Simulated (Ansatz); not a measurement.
## A failed many-body run on SiC (P6_3mc)

What is wrong with this input for SiC (P6_3mc)?

Program: Ansatz 0.2.0. Level of theory: G0W0 on r2SCAN, plane waves, PAW. Results are calculated unless marked as measured.

### 1. The starting structure

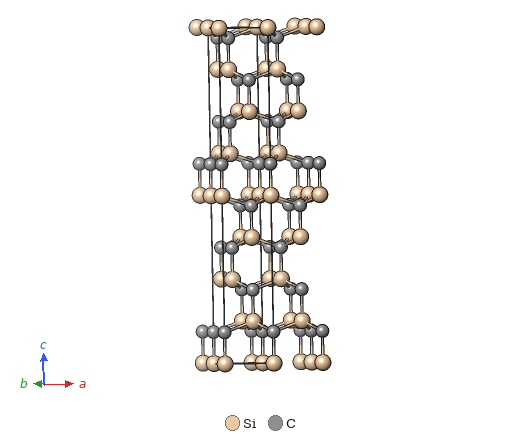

Start, viewed slightly off an axis; silicon light orange, carbon grey. 2×2×1 cells are drawn. Bonds to atoms that aren't drawn are left out. Some periodic images of atoms are drawn too.

As a file:

```cif
data_structure
_symmetry_space_group_name_H-M 'P6_3mc'
_symmetry_Int_Tables_number 186
_cell_length_a 3.0790
_cell_length_b 3.0790
_cell_length_c 20.1460
_cell_angle_alpha 90.000
_cell_angle_beta 90.000
_cell_angle_gamma 120.000
_cell_volume 165.40
loop_
_atom_site_label
_atom_site_type_symbol
_atom_site_symmetry_multiplicity
_atom_site_Wyckoff_symbol
_atom_site_fract_x
_atom_site_fract_y
_atom_site_fract_z
_atom_site_occupancy
Si1 Si 2 b 0.33333 0.66667 0.25000 1
Si2 Si 2 b 0.33333 0.66667 0.62500 1
Si3 Si 2 a 0.00000 0.00000 0.00000 1
Si4 Si 2 b 0.33333 0.66667 0.87500 1
C1 C 2 b 0.33333 0.66667 0.96900 1
C2 C 2 a 0.00000 0.00000 0.09400 1
C3 C 2 b 0.33333 0.66667 0.34400 1
C4 C 2 b 0.33333 0.66667 0.71900 1
```

The cell and positions come from the Crystallography Open Database and are kept as given unless a step says otherwise. The default PAW set here is soft_2. Its files were made with PBE.

### 2. First try

Input file input.yaml:

```yaml
crystal:
  lattice:
    - [3.079, 0.0, 0.0]
    - [-1.5395, 2.6664922183, 0.0]
    - [0.0, 0.0, 20.146]
  atoms:
    - { symbol: Si, position: [0.3333333333, 0.6666666667, 0.25] }
    - { symbol: Si, position: [0.6666666667, 0.3333333333, 0.75] }
    - { symbol: Si, position: [0.3333333333, 0.6666666667, 0.625] }
    - { symbol: Si, position: [0.6666666667, 0.3333333333, 0.125] }
    - { symbol: Si, position: [0.0, 0.0, 0.0] }
    - { symbol: Si, position: [0.0, 0.0, 0.5] }
    - { symbol: Si, position: [0.3333333333, 0.6666666667, 0.875] }
    - { symbol: Si, position: [0.6666666667, 0.3333333333, 0.375] }
    - { symbol: C, position: [0.3333333333, 0.6666666667, 0.969] }
    - { symbol: C, position: [0.6666666667, 0.3333333333, 0.469] }
    - { symbol: C, position: [0.0, 0.0, 0.094] }
    - { symbol: C, position: [0.0, 0.0, 0.594] }
    - { symbol: C, position: [0.3333333333, 0.6666666667, 0.344] }
    - { symbol: C, position: [0.6666666667, 0.3333333333, 0.844] }
    - { symbol: C, position: [0.3333333333, 0.6666666667, 0.719] }
    - { symbol: C, position: [0.6666666667, 0.3333333333, 0.219] }
kpoints:
  mp_grid: { grid: [6, 6, 1] }
hamiltonian:
  xc: r2scan
scf:
  occupations: { method: fermi_dirac, width: 1.0 }
gw:
  n_empty_bands: 174
  ecut_chi: 60
  qp_bands: [v4, c4]
  qp_kpoints: band_edges
  screening: { model: contour_deformation }
```

Started as:

```bash
ansatz run input.yaml --threads 3 --pin off --max-ram 92160MiB --backend cuda --events-out ev --progress --plain --runs-dir out --devices 1 --max-vram 13GiB  # rebuilt from the run's record
```

Numbers of over 12 decimals in the logs are rounded to 6 here.

Output:

```text
band count auto-derived: 67 (N_el = 64.0; filled up to band 32; 48 by the electrons, moments and atoms)
GPUs: using 1 of 1 available (devices: 1).
Engine: ansatz 0.2.0, x86_64-unknown-linux-gnu
Pseudopotentials: kind: paw
Pseudopotential: Si, paw, valence charge 4, recommended cutoff 500 eV (meta_gga), Si.paw.azcp
Pseudopotential: C, paw, valence charge 4, recommended cutoff 500 eV (meta_gga), C.paw.azcp
Functional definition: r2SCAN
  parameter k0 = 0.174
  parameter k1 = 0.065
  parameter a1 = 4.9479
  exchange = r2scan_x(k0 = k0, k1 = k1, a1 = a1)
  correlation = r2scan_c
device memory: the entry about to start is reckoned to put 3.5 GiB on a device that reports 43.6 GiB free (of which the cap on the GPU budget leaves the run 13.0 GiB)
GPU FFT provider: cuFFT
GPU libraries: cuBLAS 13.8.2, cuFFT 12.4.0, cuSOLVER 12.3.4
Crystal: 16 atoms, lattice volume = 165.401 Å³
Basis set: ecut = 500 eV, 4225 PW (Γ), exchange–correlation on 96×96×600 points (64 copies of the dense FFT grid, shifted against one another)
Bands: 67, of which v1, the nominal top of the filled ones, is band 32 counted from 1 (31 counted from 0)
Symmetry: 12 space group operations
Space group: P63mc (ITA 186), of the structure as read, at distance tolerance 5.5e-5 Å
k-points: 7 of 36
Non-local potential: Si, projectors of the file, l = 0: 2, l = 1: 2, l = 2: 2
Non-local potential: C, projectors of the file, l = 0: 2, l = 1: 2, l = 2: 1
PAW form: soft (Blöchl's): semilocal exchange-correlation on the pseudo side does not see the compensation charge
PAW frozen core: Si, regenerated for the run's functional (the file was generated under x = pbe(κ = 0.804, μ = 0.219515), c = pbe(β = 0.066725))
PAW frozen core: C, regenerated for the run's functional (the file was generated under x = pbe(κ = 0.804, μ = 0.219515), c = pbe(β = 0.066725))
PAW one-centre angular grid: Si, 302 points (default); XC on 160 Gauss nodes
PAW one-centre angular grid: C, 302 points (default); XC on 239 of its mesh's 2573 points in the sphere
Initial density: superposition of atomic densities (neutral atoms: chi_scale 0, normalization atom), corrected by the library's trained network
Initial wavefunctions: pseudopotential atomic-orbital guess
GPU buffer pool allocated for 86400 grid points (all kernels)
GPU transforms: local potential and band sums: pruned to the plane-wave sphere, on 24×24×150
Functional: x = r2scan, c = r2scan; τ floored in thin density (d = 2e-4 eV/Å³)
SCF iter   1: F=—  HF=-7132.075928 eV  |F-HF|=—  |Δ(HF+E_count)|=         —  Δρ=7.24e-3  dr2=7.79e-2  dr2_τ=1.41e0  ethr=1.77e-3  ⟨swp⟩=8.6  Hψ=2390  notcnv=0
preconditioner: auto → Kerker (q_TF=auto, 2.329 Å⁻¹)  [metal: Δε(μ)=2.083 eV  Ē_g=15.409 eV  σ=1.000 eV  W_gap=0.45  n_scr=14 (ndim 8)  ℏωp=23.1 eV  f_vac=0.000  D(μ)=1.54/eV (n_scr^D=8)]
SCF iter   2: F=—  HF=-7132.393807 eV  |F-HF|=—  |Δ(HF+E_count)|=   3.18e-1  Δρ=4.29e-3  dr2=2.63e-2  dr2_τ=1.37e-3  ethr=1.22e-4  ⟨swp⟩=2.0  Hψ=775  notcnv=0
SCF iter   3: F=—  HF=-7132.389768 eV  |F-HF|=—  |Δ(HF+E_count)|=   4.04e-3  Δρ=1.56e-3  dr2=4.87e-3  dr2_τ=2.04e-4  ethr=4.11e-5  ⟨swp⟩=1.0  Hψ=469  notcnv=0
SCF iter   4: F=—  HF=-7132.388747 eV  |F-HF|=—  |Δ(HF+E_count)|=   1.02e-3  Δρ=3.84e-4  dr2=4.32e-4  dr2_τ=7.06e-6  ethr=7.61e-6  ⟨swp⟩=2.0  Hψ=691  notcnv=0
SCF iter   5: F=—  HF=-7132.388742 eV  |F-HF|=—  |Δ(HF+E_count)|=   4.23e-6  Δρ=9.78e-5  dr2=6.08e-5  dr2_τ=1.05e-6  ethr=6.76e-7  ⟨swp⟩=1.0  Hψ=469  notcnv=0
SCF iter   6: F=—  HF=-7132.388738 eV  |F-HF|=—  |Δ(HF+E_count)|=   4.92e-6  Δρ=2.58e-5  dr2=6.66e-6  dr2_τ=1.37e-7  ethr=9.50e-8  ⟨swp⟩=1.0  Hψ=469  notcnv=0
SCF iter   7: F=—  HF=-7132.388737 eV  |F-HF|=—  |Δ(HF+E_count)|=   6.71e-7  Δρ=1.20e-5  dr2=6.40e-7  dr2_τ=3.33e-8  ethr=1.04e-8  ⟨swp⟩=1.1  Hψ=470  notcnv=0
SCF iter   8: F=-7132.388737 eV  HF=-7132.388737 eV  |F-HF|=2.35e-8  |Δ(HF+E_count)|=   5.51e-8  Δρ=6.54e-6  dr2=8.23e-8  dr2_τ=2.33e-9  ethr=1.56e-10  ⟨swp⟩=6.4  Hψ=1396  notcnv=0
SCF 1 converged in 8 iterations: F = -7132.388737 eV  dr2 = 8.23e-8
[...]
device memory: the entry about to start is reckoned to put 4.2 GiB (of the 4.3 GiB reckoned in all, the device holds 0.1 GiB already) on a device that reports 43.5 GiB free (of which the cap on the GPU budget leaves the run 13.0 GiB)
NSCF: frozen V_eff on 7 k-points
[...]
device memory: the entry about to start is reckoned to put 3.2 GiB on a device that reports 43.5 GiB free (of which the cap on the GPU budget leaves the run 13.0 GiB)
NSCF: frozen V_eff on 7 k-points
SCF converged after 8 iterations
Free energy (F): -7132.388737 eV
Harris-Foulkes:  -7132.388737 eV  (|F-HF|=2.35e-8)
Internal energy: -7126.047341 eV  (E = F + TS)
E sigma→0 (E₀):  -7129.218039 eV
Entropy (-TS):   -6.341396 eV (-396.337 meV/atom)
Fermi energy:    11.007692 eV
--- Per-component energies (eV) ---
  E_band       = 204.599017
  E_kinetic    = 1087.967935
  E_local      = -823.144578  (includes V_loc(G=0)·N_el)
  E_nonlocal   = 403.347851
  E_hartree    = 255.864844
  E_xc         = -809.439610
  E_vxc        = -947.692597  (∫ρ·V_xc dr)
  E_paw        = -4961.796423  (= ΣΔE_a)
  E_vpaw       = -72.457104  (= ΣTr[D̂ρ^β])
  E_aug_tail   = 0.000065  (compensation charges beyond the density's cutoff)
  E_vtau       = 44.853776  (kinetic-family band-sum trace: ∫τ·v_τ [+ j·A + Jᵃ·Aᵃ] dr)
  E_ewald      = -2278.037772
  E_core_change = -0.809654  (= ΣΔE_core)
  E_smearing   = -6.341396  (= −TS)
  E_closure    = 0.000000  (closes the sum)
  Σ components = -7132.388737   (vs F -7132.388737, Δ=0.00e0)
--- Band table (eV; the first three rows and the last of 7) ---
  k-point 0: bands = [... 28 lower, 9.1186, 9.3057, 9.3057, 9.3101, 15.1306, 15.1944, 15.5407, 15.8056, ... 31 higher]
  k-point 1: bands = [... 28 lower, 8.7436, 8.7591, 9.0142, 9.0653, 14.6272, 14.8598, 14.8821, 15.3607, ... 31 higher]
  k-point 2: bands = [... 28 lower, 8.0366, 8.0535, 8.2648, 8.4588, 12.5059, 12.5621, 13.2050, 13.5348, ... 31 higher]
  k-point 6: bands = [... 28 lower, 6.7486, 6.8254, 7.1047, 7.1047, 13.0885, 13.8262, 13.9610, 13.9610, ... 31 higher]
```

The job ended after 10 s (1 × NVIDIA H100 80GB HBM3 (shared by 6 runs) with 3 threads of AMD EPYC 7R13 (Zen 3), shared host; peak memory 1.3 GiB; 11 s of CPU time).

In the SCF lines HF is the Harris–Foulkes energy and dr2 the Hartree energy of the density residual, in eV; the loop may stop once dr2 is under the threshold and the program's other checks hold. Hψ counts applications of the Hamiltonian.

Q: What is the fault?

The self-consistent loop converged; the step after it was not made.

The fault: smeared occupations of electronvolts. A wide smearing fills conduction states and empties valence ones, so the start is no longer the insulator.

### 3. A better input

G0W0 replaces the xc potential by the self-energy, built once from these orbitals. Only a window of levels is corrected, while the sums run over the empty bands that the input names.

Edit input.yaml of step 2 so:

```diff
@@ -27,6 +27,6 @@
 scf:
-  occupations: { method: fermi_dirac, width: 1.0 }
+  occupations: { method: fixed }
 gw:
-  n_empty_bands: 174
-  ecut_chi: 60
+  n_empty_bands: 421
+  ecut_chi: 108
   qp_bands: [v4, c4]
```

Output:

```text
GPUs: using 1 of 1 available (devices: 1).
[...]
GPU FFT provider: cuFFT
GPU libraries: cuBLAS 13.8.2, cuFFT 12.4.0, cuSOLVER 12.3.4
Crystal: 16 atoms, lattice volume = 165.401 Å³
Basis set: ecut = 500 eV, 4225 PW (Γ), exchange–correlation on 96×96×600 points (64 copies of the dense FFT grid, shifted against one another)
Bands: 48, of which v1, the nominal top of the filled ones, is band 32 counted from 1 (31 counted from 0)
Symmetry: 12 space group operations
[...]
k-points: 7 of 36
[...]
GPU buffer pool allocated for 86400 grid points (all kernels)
[...]
SCF iter   1: F=—  HF=-7130.275862 eV  |F-HF|=—  |Δ(HF+E_count)|=         —  Δρ=5.91e-3  dr2=4.05e-2  dr2_τ=1.56e0  ethr=1.77e-3  ⟨swp⟩=5.0  Hψ=1335  notcnv=0  defer=93
[...]
0    29      9.2204   -18.4219     2.2186   -15.8763  0.8015     8.8927     8.8934  root
     0    30      9.4022   -18.4013     2.1793   -15.9060  0.8022     9.0855     9.0862  root
     0    31      9.4022   -18.4013     2.1793   -15.9060  0.8022     9.0855     9.0862  root
     0    32      9.4049   -18.3101     2.1302   -15.8671  0.8024     9.0914     9.0920  root
     0    33     15.1844    -8.9808    -4.5854   -13.9787  0.8136    15.5981    15.5969  root
     0    34     15.2496    -8.9284    -4.6011   -13.9398  0.8132    15.6612    15.6600  root
     0    35     15.5844    -8.9166    -4.6482   -13.9836  0.8121    16.0045    16.0031  root
     0    36     15.8485    -8.7888    -4.7191   -13.9269  0.8099    16.2689    16.2675  root
[...]
6    33     13.1203    -6.7088    -4.1373   -11.0823  0.8262    13.3568    13.3563  root
     6    34     13.8701    -6.9491    -4.1953   -11.4213  0.8207    14.1474    14.1469  root
     6    35     13.9855    -7.1747    -4.2751   -11.7462  0.8204    14.2824    14.2819  root
     6    36     13.9855    -7.1747    -4.2751   -11.7462  0.8204    14.2824    14.2819  root
[key lines of the parts left out:]
SCF converged after 9 iterations
Free energy (F): -7130.632323 eV
Fermi energy:    9.404868 eV
```

Run time: 22 s. Hardware: 1 × NVIDIA H100 80GB HBM3 (shared by 6 runs) with 3 threads; peak memory 1.8 GiB.

This step gave:

- bands summed: 453
- RPA ε∞ on this mesh (eigenvalues): 6.197, 6.324, 6.324
- plane waves in the screening matrix: 437
- q-points in the mesh: 36
- G0W0 gap on the mesh: 2.671 eV
- k of the valence top: 0, 0, 0
- k of the conduction bottom: 0, -0.5, 0
- starting gap on the mesh: 2.136 eV
- Z at the valence top: 0.8024
- Z at the conduction bottom: 0.8268
- least direct G0W0 gap on the computed points: 3.894 eV

The gap on the mesh goes from 2.14 eV to 2.67 eV, a correction of +0.54 eV. Between the two edge states, bare exchange in place of the xc potential would open the gap by 6.51 eV, and correlation takes back 5.97 eV.

### 4. What came out

```yaml
first_try: the many-body step was refused after 10 s
better_run: G0W0 gap on the mesh 2.67 eV (6×6×1 mesh, 421 empty bands, screening to 108 eV)
```

In words: The second run differs in: empty bands, screening cutoff (eV) and smearing (eV). Bands and cutoff are finite, so the gap is not at the basis limit. The miss can reach some tenths of an eV and take either sign; the mesh is an error of its own.

[Paths, hosts, dates, memory and timing lines, banners, echoed tables and standing remarks are left out of the program output.]

[Logs are printed without paths, hosts, clocks, repeated set-up lines and the standing remarks that a program may print on its own settings, such as how far it seeks lower states.]

[Runs of the session that timed out or met a known fault of the program may be left out.]

[Cells called generated may have been cut or substituted from an entry of the Crystallography Open Database or the Materials Project.]

[No measured gap is set beside runs whose start may be inverted or whose files or cutoffs have a known fault.]

[Hosts, paths, dates, database ids (printed as entryN), source tags and the programs' standing remarks are cut or masked in the printed files.]
